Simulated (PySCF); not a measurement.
```xyz
22

C    -2.5296    0.9554    0.7246
N    -1.6399   -0.1566    0.4217
C    -2.0970   -0.9270   -0.7268
Al    0.2130    0.6214    0.0467
C     1.3756   -0.9963   -0.3331
C     2.7592   -0.5443    0.1778
C     3.0478    0.8038   -0.3660
O     4.0599    1.2135   -0.8509
H    -2.5527    1.6223   -0.1361
H    -3.5465    0.6238    0.9532
H    -2.1239    1.5101    1.5691
H    -1.6059   -0.7677    1.2364
H    -2.0304   -0.2926   -1.6108
H    -3.1275   -1.2751   -0.6084
H    -1.4378   -1.7811   -0.8727
H     0.4035    1.2593    1.4752
H    -0.2279    1.5446   -1.1449
H     1.1618   -1.9702    0.1315
H     1.4760   -1.2150   -1.4071
H     3.5711   -1.2390   -0.0563
H     2.7088   -0.4284    1.2669
H     2.1318    1.4582   -0.2918
```

Geometry: GFN2-xTB.

All numbers below come from PBE0/pcSseg-1, SCF density, gas phase, non-relativistic (PySCF).

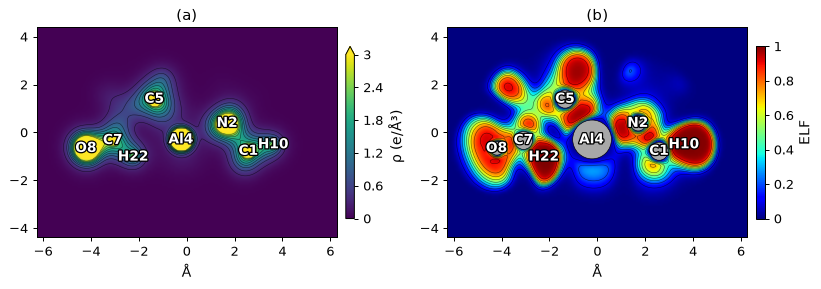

C5H14AlNO. (a) electron density; (b) ELF on the plane of atoms N2, Al4 and C5. Grey discs cover the atomic cores in the ELF map.

### What does the map show?

The section cuts through C, N, Al, O and H sites. C–O (1.19 Å): ρ is about 3.4 e/Å³ halfway; the ELF peaks at about 0.85 between the atoms; a multiple bond. C–N (1.46 Å): the density is about 1.9 e/Å³ at the midpoint; the ELF peaks at about 0.95 between the atoms; a covalent bond. C–Al (2.03 Å): the density is about 0.65 e/Å³ at the midpoint; the ELF peaks at about 0.95 between the atoms, as expected for a polar covalent bond. Al–N (2.04 Å): ρ is about 0.5 e/Å³ halfway; the ELF peaks at about 0.95 in the valence shell of N, 0.7 Å from its nucleus, and is about 0.75 at the midpoint. The ELF also peaks beside O8, away from the bonds: lone-pair regions.
